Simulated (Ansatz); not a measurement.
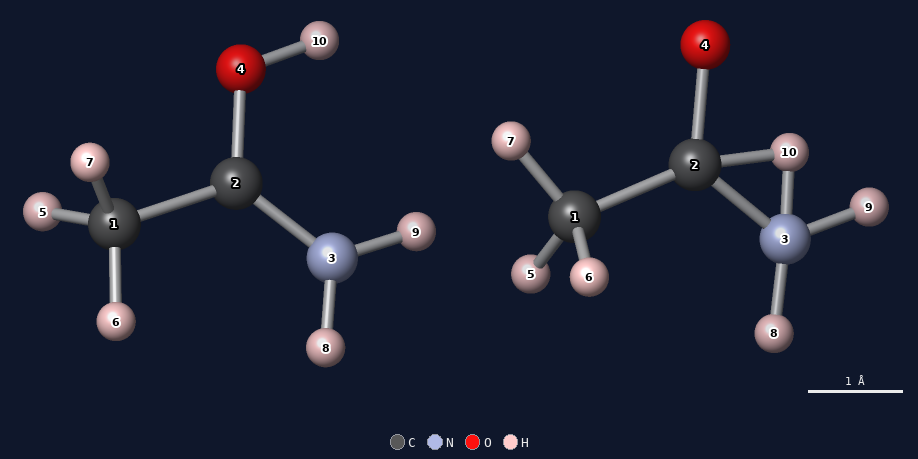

Two geometries of C₂H₆NO (charge +1), drawn at one scale. One is the start of a relaxation, the other its converged end. The picture is a ball-and-stick view, seen at a tilt.

All numbers below come from RKS BHLYP-D4/def2-SVP (Ansatz 0.2.0). (no spin polarisation; force threshold 0.02 eV/Å; at most 50 steps)

### Which one is relaxed?

The left one is the relaxed one. The run prepares an end point of a later path (hydrogen shift) calculation, from a guessed geometry. The largest move after the best rigid fit is that of H10, 1.28 Å. By element the largest moves are H 1.28 Å, O 0.55 Å, N 0.33 Å, C 0.21 Å. Some distances before and after: N3–H10 0.923 → 2.425 Å, C2–H10 1.090 → 1.921 Å, O4–H10 1.509 → 0.963 Å, C2–N3 1.307 → 1.298 Å. New bonds form: O4–H10 (1.51 → 0.96 Å). Bonds break: C2–H10 (1.09 → 1.92 Å), N3–H10 (0.92 → 2.42 Å). Among the angles between lasting bonds that change: H5–C1–H6 107.2° → 110.2°, C2–C1–H5 110.7° → 108.4°, H5–C1–H7 109.2° → 107.2°. Groups turn about C1–C2 by about 60°. After 21 accepted moves (24 points after the start) the energy has fallen by 8.251 eV. Largest force component: 12 eV/Å at the start, 0.011 eV/Å at the end. The line search rejected the trial steps at points 12, 13, 16 of the run. Cost: 24 s on 2 threads of Intel(R) Xeon(R) 6975P-C (Granite Rapids), on a shared host, peak memory 0.19 GiB.
